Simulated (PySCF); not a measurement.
Sn(H)2(F)(NH2), SMILES [NH2][SnH2][F], singlet at its B3LYP/def2-SVP optimised geometry (Å):

```
7

Sn    -0.7562    -0.8258     0.0000
N     -1.4467    -1.7018     1.7019
F      1.2045    -0.8258     0.0000
H     -1.2045     0.8258     0.0000
H     -1.2009    -1.7862    -1.3447
H     -1.1861    -1.2111     2.5574
H     -1.1748    -2.6794     1.8061
```

Level of theory: B3LYP/def2-TZVP, def2 effective core potentials past Kr in PySCF. The core electrons that the potentials of Sn replace are not part of the density. Cells within 0.4 Å of a nucleus heavier than hydrogen are left out (blank, or x).

Map of the log10 of the electron density (e/bohr³), floored at −4 on the plane z = 0.0 Å:

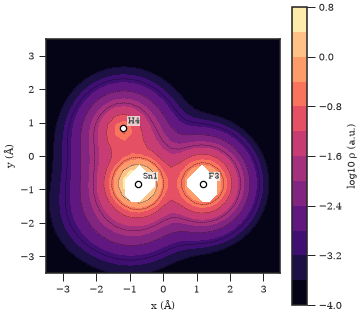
Figure. Log10 of the electron density (e/bohr³), floored at −4 on the plane z = 0.0 Å.
